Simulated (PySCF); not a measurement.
## A study: C$_{2}$H$_{7}$P, SMILES `CPC`

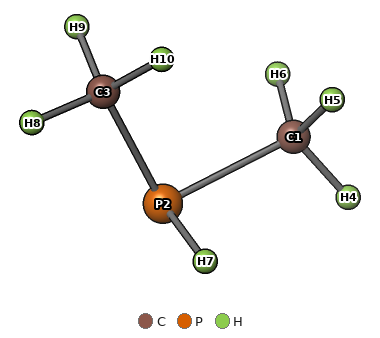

The molecule, with its atoms numbered as below. No frequency check shows the geometry to be a minimum.

Cartesian coordinates (Å):

```
C1      -1.4023    0.5355   -0.0170
P2       0.0001   -0.6689    0.1085
C3       1.4022    0.5356   -0.0170
H4      -2.3289   -0.0142   -0.1684
H5      -1.2552    1.2361   -0.8371
H6      -1.4784    1.0861    0.9199
H7       0.0002   -1.0095   -1.2521
H8       2.3289   -0.0140   -0.1684
H9       1.4782    1.0862    0.9199
H10      1.2550    1.2362   -0.8371
```

## 1. Bonding charge

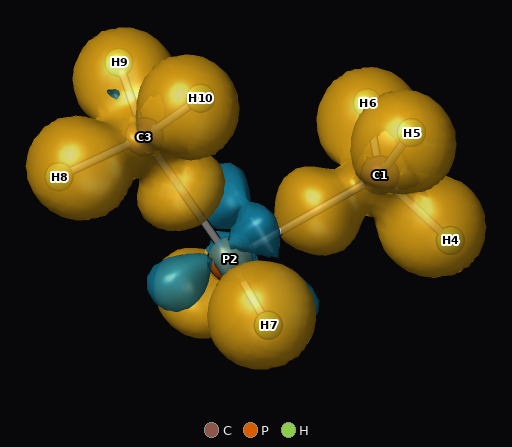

Deformation density (molecule less spherical, spin-averaged free atoms at the same positions), surfaces at ±0.1 e/Å³; yellow: gain, teal: loss.

Level of theory: ωB97X/def2-TZVP (PySCF), at a geometry from GFN2-xTB.

Question: How much density has each bond gained at its critical point, relative to the free atoms?

Answer: C1–H5 and C3–H10: +0.72 e/Å³ at the bond critical point (bond length 1.09 Å, Mayer order 1.0). C1–H4 and C3–H8: +0.72 e/Å³ at the bond critical point (bond length 1.09 Å, Mayer order 1.0). C1–H6 and C3–H9: +0.71 e/Å³ at the bond critical point (bond length 1.09 Å, Mayer order 1.0). P2–H7: +0.25 e/Å³ at the bond critical point (bond length 1.40 Å, Mayer order 1.0). P2–C3 and C1–P2: +0.19 e/Å³ at the bond critical point (bond length 1.85 Å, Mayer order 1.0). In all, 2.3 electrons gather in the regions of gain relative to the promolecule.

Question: Where do the Hirshfeld charges lie?

Answer: The highest Hirshfeld charge is on P2 (+0.11 e), the lowest on C1 and C3 (−0.18 e).

## 2. Bond critical points

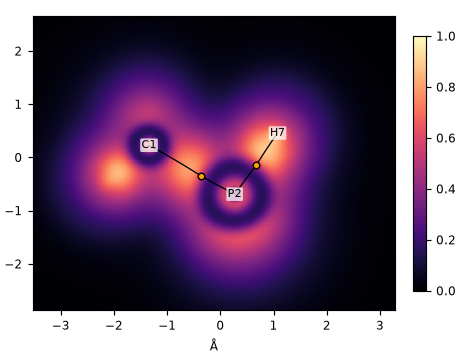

Localised orbital locator (LOL) in the plane of C1, P2 and H7, with bond paths and bond critical points (dots).

Question: What values does LOL take at the bond critical points in this plane?

Answer: C1–P2: about 0.56; P2–H7: about 0.50. Values above 0.5 mark slow, localised electrons, as in shared pairs; low values at a critical point mark a polar or closed-shell contact whose critical point lies between the shells.

Question: Where along C1–P2 does the critical point lie?

Answer: 1.13 Å from C1 and 0.72 Å from P2.

## 3. Electrostatic potential

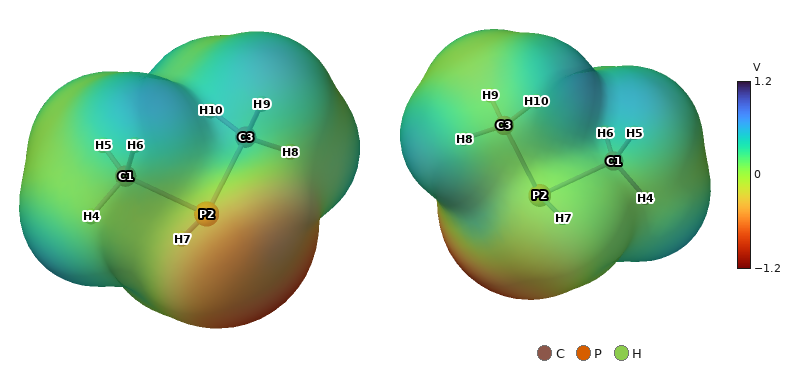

Electrostatic potential on the surface of electron density 0.001 a.u. (back view left, front view right).

Question: Where are the extremes of the potential on the surface?

Answer: Highest: 0.58 V, 1.4 Å from H9, and at like points elsewhere. Lowest: −1.11 V, 2.4 Å from P2. Further minima include 0.01 V, near H6 (1.84 Å), H5 (1.89 Å), H4 (1.89 Å) and C1 (1.94 Å), and at like points elsewhere. The surface is sampled at points, so like sites can differ by a few per cent and only the strongest of them is named.

## 4. In an electric field

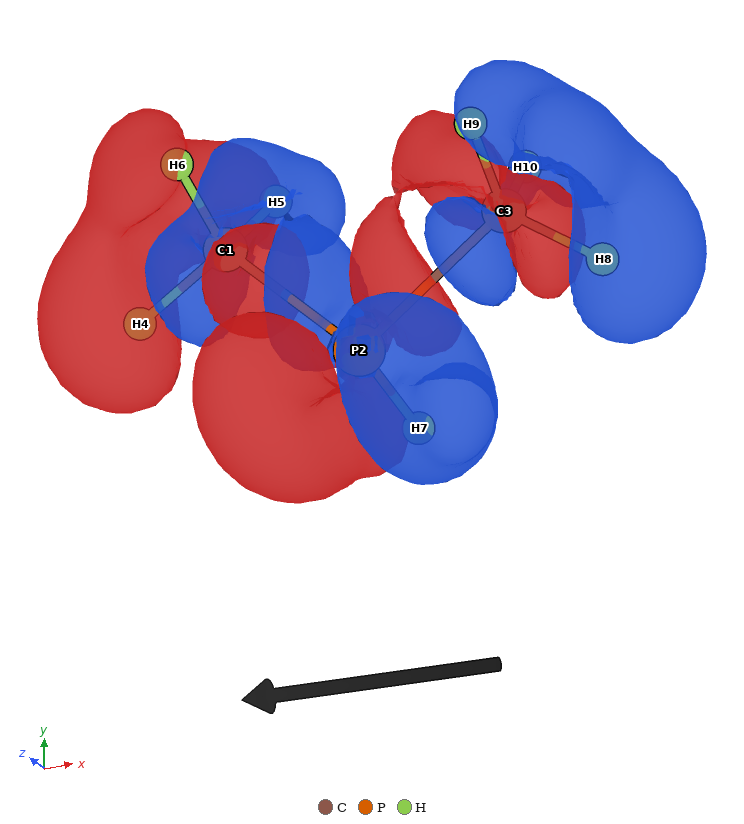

Change of the electron density in a uniform field of 0.21 V/Å along −x (arrow), surfaces at ±0.0015 e/Å³ (blue: gain, red: loss).

Method: ωB97X/def2-TZVP; geometry: GFN2-xTB; program: PySCF. A basis without diffuse functions makes polarisabilities too small.

The field was applied in both directions; the picture shows the one opposite to the script's first.

Question: How large is the response?

Answer: The induced dipole is 0.57 D (along the field); α along this axis, from the fields in both directions, is 57 bohr³ (8.4 Å³).

## 5. Removing or adding an electron

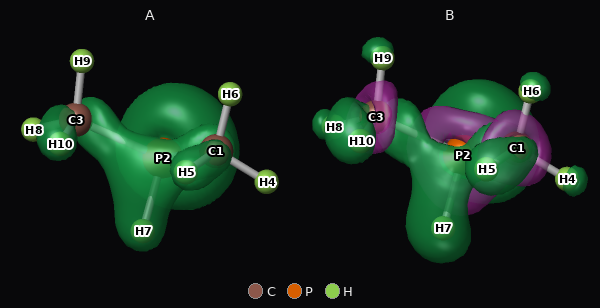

The Fukui function f⁻ from two separate SCF calculations and the density of the HOMO, at ±0.03 e/Å³ (green positive, purple negative).

Method: ωB97X/def2-TZVP; geometry: GFN2-xTB; program: PySCF.

Question: Which panel is which, and how good is the frozen-orbital picture?

Answer: B is f⁻ (it has negative regions), A the HOMO density. The HOMO lies on P2 (70 %), C1 and C3 (8 % each) and H7 (6 %); f⁻ (Hirshfeld-condensed) is largest on P2 (0.47); the vertical ionisation energy is 9.07 eV (the stability of the cation's solution wasn't checked). Relaxation shifts 25 % of the electron between atoms. The orbital energy is −9.11 eV.
